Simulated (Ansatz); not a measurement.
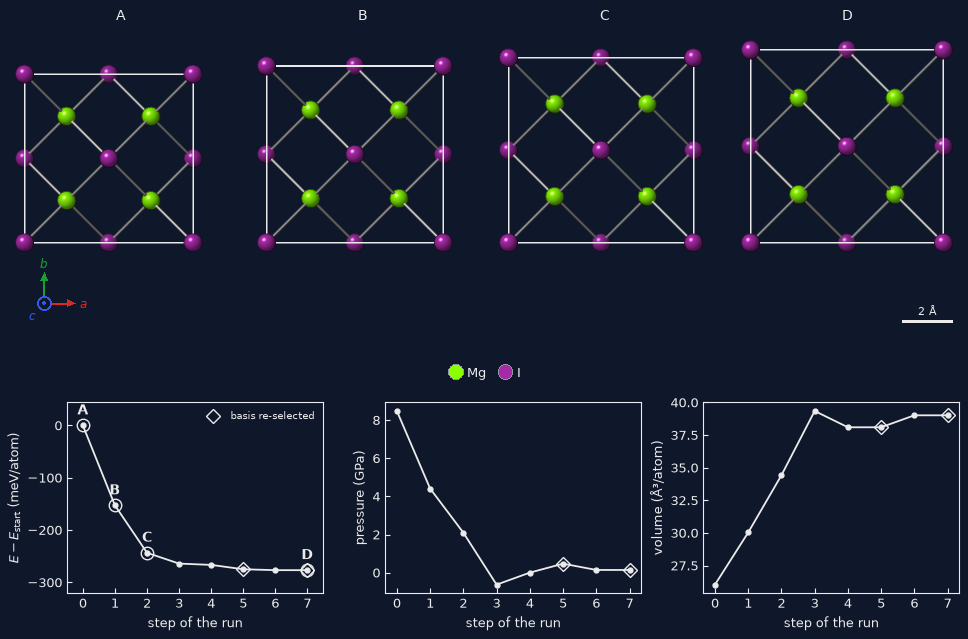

Frames of a relaxation of crystalline Mg2I (built on the fluorite_225 type) (coarse preliminary run), marked on the history of the run. The picture is a ball-and-stick view of the conventional cell (4 times the calculation's cell), seen along the c axis. Lengths and directions refer to the drawn axes.

Case: anti-fluorite type (Fm-3m, No. 225).

Computed with Ansatz, DFT PBE, scalar-relativistic, plane waves, PAW. Set-up: plane-wave cutoff 420 eV; k-point mesh 4 × 4 × 4; occupations gaussian; smearing width 0.1 eV; no spin polarisation; cell and atoms relaxed; force threshold 0.04 eV/Å; at most 70 steps.

**Describe the path.**

The atoms keep their places relative to the cell (all moves are under 0.005 Å). Cell: a = b = c 6.786 → 7.765 Å (+14.4 %). Volume +49.8 %. Some distances before and after: I–Mg 2.938 → 3.362 Å. The space group stays Fm-3m (No. 225). Over 5 accepted moves (7 points after the start) the energy falls by 277 meV per atom. All forces vanish by symmetry, so only the cell relaxes. Pressure: 8.48 GPa at the start and 0.14 GPa at the end. The SCF was repeated twice at an unchanged geometry on a basis and grid sized afresh for the cell, which shifted the energy by 8.4 meV per atom at most. The run took 11 s on 1 thread of Arm Neoverse V2 (shared host), peak memory 0.35 GiB. From step 0 to 1: volume +15.3 %, energy −153 meV per atom. From step 1 to 2: volume +14.6 %, energy −90.5 meV per atom. From step 2 to 7: volume +13.3 %, energy −33.2 meV per atom.

```csv
step,"E − E(0), meV/atom","pressure, GPa","volume, Å³/atom",note
0,0.00,8.48,26.042,
1,-152.83,4.41,30.039,
2,-243.35,2.10,34.425,
3,-263.98,-0.62,39.348,
4,-266.46,0.01,38.100,
5,-274.81,0.47,38.100,"same geometry, new basis"
6,-276.53,0.15,39.018,
7,-276.57,0.14,39.018,"same geometry, new basis"
```
